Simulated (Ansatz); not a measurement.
# SiHBr (SMILES [SiH]Br) at 6 levels

Aim: a comparison of 6 runs (UHF/STO-3G, HSE06/STO-3G, SVWN5/STO-3G, UB3LYP/STO-3G, wB97X/STO-3G, CCSD/STO-3G) of SiHBr. 

The results are computed with Ansatz 0.2.0.

57 further runs of the same task are left out: 11 that didn't finish, 46 set aside as unsound or not needed.

## Step 1: The molecule

SiHBr has 3 atoms, charge 0, and is taken as a singlet. As SMILES, `[SiH]Br`. The Br2–Si1 distance was set to 4.490 Å, away from the relaxed value. At this shape a bond of the SMILES string is far longer than usual.

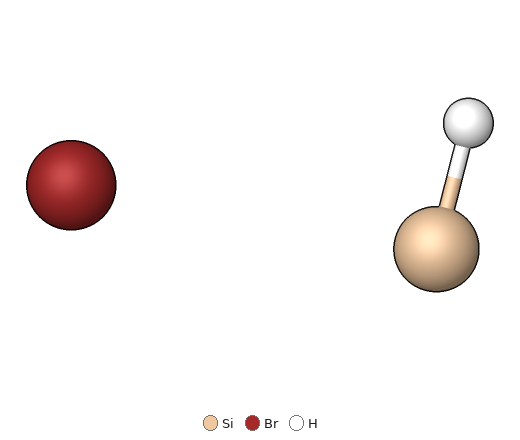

The structure, seen from a chosen angle (silicon light orange, bromine red, hydrogen white).

## Step 2: The energy at UHF/STO-3G (run 1)

run.yaml

```yaml
crystal:
  periodic: [false, false, false]
  atoms:
    - symbol: Si
      position_ang: [-2.590316, 0.642301, -1.373609]
    - symbol: Br
      position_ang: [1.340900, 0.401500, 0.781400]
    - symbol: H
      position_ang: [-2.692716, -0.867899, -1.576109]
basis:
  gaussian:
    orbitals: STO-3G
magnetization:
  spin_polarized: true
hamiltonian:
  xc: hf
accuracy: high
```

On the command line:

```
$ ansatz run run.yaml --threads 1 --pin off --max-ram 2610MiB --events-out events.jsonl --progress --plain --runs-dir runs
```

The program printed:

```text
Warning: RAYON_NUM_THREADS=1 ignored (pool sized by the plan → 1); use --threads N
Functional definition: HF
  name "HF"
  exchange = exact_x
  correlation = 0
345 factors; integrals over basis functions are off by at most 9.3e-9 eV
mean field evaluation 1: about -77022.9102 eV, gradient 7.3e0 eV
mean field evaluation 2: about -77022.9255 eV, gradient 7.3e0 eV
mean field evaluation 4: about -77023.1875 eV, gradient 5.4e0 eV
mean field evaluation 8: about -76930.3081 eV, gradient 2.2e1 eV
mean field evaluation 16: about -77024.2369 eV, gradient 3.6e-5 eV
mean field evaluation 32: about -77027.1126 eV, gradient 7.9e-9 eV
mean field evaluation 64: about -77027.1170 eV, gradient 1.2e-4 eV
mean field evaluation 96: about -77027.1147 eV, gradient 1.5e-3 eV
mean field evaluation 128: about -77027.0917 eV, gradient 3.2e-2 eV
mean field evaluation 160: about -77027.1026 eV, gradient 9.6e-3 eV
mean field evaluation 192: about -77027.1116 eV, gradient 1.2e-2 eV
mean field evaluation 224: about -77027.1104 eV, gradient 3.4e-2 eV
mean field evaluation 256: about -77026.3386 eV, gradient 3.1e0 eV
mean field -77027.11695571 eV, -2830.6943372674 hartree, gradient 9.8e-9 eV, S^2 1.002992; 6 other end points of the search recorded, 0 dependent functions left out
reference -77027.11695571 eV, -2830.6943372674 hartree; 25, 25 occupied and 3, 3 virtual orbitals, 345 factors
Total energy: -77027.11695571 eV, -2830.6943372674 hartree
```

Wall time 1.2 s (1 thread of Arm Neoverse V1, shared host).

## Step 3: The energy at HSE06/STO-3G (run 2)

in.yaml

```yaml
crystal:
  periodic: [false, false, false]
  atoms:
    - {symbol: Si, position_ang: [-2.590316, 0.642301, -1.373609]}
    - {symbol: Br, position_ang: [1.340900, 0.401500, 0.781400]}
    - {symbol: H, position_ang: [-2.692716, -0.867899, -1.576109]}
basis:
  gaussian:
    orbitals: STO-3G
hamiltonian:
  xc: hse06
accuracy: high
```

On the command line:

```
$ ansatz run in.yaml --threads 1 --pin off --max-ram 2610MiB --events-out events.jsonl --progress --plain --runs-dir runs
```

The program printed (excerpt; [...] marks lines left out):

```text
Warning: RAYON_NUM_THREADS=1 ignored (pool sized by the plan → 1); use --threads N
Functional definition: HSE06
  name "HSE06"
[...]
345 factors; integrals over basis functions are off by at most 9.3e-9 eV
58 factors; integrals over basis functions are off by at most 2.0e-9 eV
[...]
mean field -77066.99049081 eV, -2832.1596626548 hartree, gradient 3.1e-8 eV, S^2 0.000000; 9 other end points of the search recorded, 0 dependent functions left out
reference -77066.99049270 eV, -2832.1596627244 hartree; 25, 25 occupied and 3, 3 virtual orbitals, 345 factors
Total energy: -77066.99049270 eV, -2832.1596627244 hartree
```

Wall time 4.8 s (1 thread of Arm Neoverse V1, shared host); peak memory 0.096 GiB.

Runs 3 to 5 aren't shown in full; the table further down has their settings and results.

## Step 4: A single-point energy at CCSD/STO-3G (run 6)

molecule.yaml

```yaml
crystal:
  periodic: [false, false, false]
  atoms:
    - {symbol: Si, position_ang: [-2.590316, 0.642301, -1.373609]}
    - {symbol: Br, position_ang: [1.340900, 0.401500, 0.781400]}
    - {symbol: H, position_ang: [-2.692716, -0.867899, -1.576109]}
basis:
  gaussian:
    orbitals: STO-3G
correlation:
  method: ccsd
  frozen_orbitals: {Br: 9, H: 0, Si: 5}
accuracy: high
scf:
  omitted_lower_state_checks: [cluster_reference, increment]
```

On the command line:

```
$ ansatz run molecule.yaml --threads 1 --pin off --max-ram 2610MiB --events-out events.jsonl --progress --plain --runs-dir runs
```

The program printed:

```text
Warning: RAYON_NUM_THREADS=1 ignored (pool sized by the plan → 1); use --threads N
[... 13 lines left out ...]
14 core orbitals not correlated: weight in the atoms' cores, before any rotation towards them, 1.000 or more for the frozen orbitals, at most 0.000 for the correlated occupied ones
[... 60 lines left out ...]
WARN: these amplitudes may be one of several solutions (largest doubles amplitude 1.42, level shift 5.47 eV)
Total energy: -77028.04457402 eV, -2830.7284266114 hartree
Checks for a lower state left out: cluster_reference, increment
```

It took 0.46 s on 1 thread of Arm Neoverse V1, shared host.

## Step 5: Overview of the runs

| run | level | frozen core orbitals | energy (Eh) | wall time |
| --- | --- | --- | --- | --- |
| 1 | UHF/STO-3G | – | -2830.694337 | 1.2 s |
| 2 | HSE06/STO-3G | – | -2832.159663 | 4.8 s |
| 3 | SVWN5/STO-3G | – | -2827.554795 | 2.6 s |
| 4 | UB3LYP/STO-3G | – | -2832.529103 | 15 s |
| 5 | wB97X/STO-3G | – | -2832.531759 | 8.4 s |
| 6 | CCSD/STO-3G | 14 | -2830.728427 | 0.46 s |

## Step 6: Results

| quantity | value |
| --- | --- |
| run 6: total energy | -2830.72843 Eh |
| run 6: correlation energy (14 core orbitals frozen) | -139.9 mEh |
| run 6: T1 diagnostic | 0.160 |

**Reading.** Totals of different functionals can't be ranked against each other. In run 6 the T1 diagnostic is large, so a single reference may not serve. In run 6 the log says that unrestricted orbitals would lower the reference, so the values rest on an unstable closed-shell determinant (other closed-shell runs at this shape may share the fault). In runs 1, 2, 3, 4, 5, 6 the basis is minimal, so the values are rough. In runs 2, 3, 5, 6 a closed-shell determinant meets a far-stretched bond, which it describes badly. Spin contamination of the reference: run 1 ⟨S²⟩ = 1.00, run 4 ⟨S²⟩ = 0.76. Where it is this large, the reference is a mixture of spin states, and values that rest on it are in doubt. All runs together took 33 s, the longest 15 s.
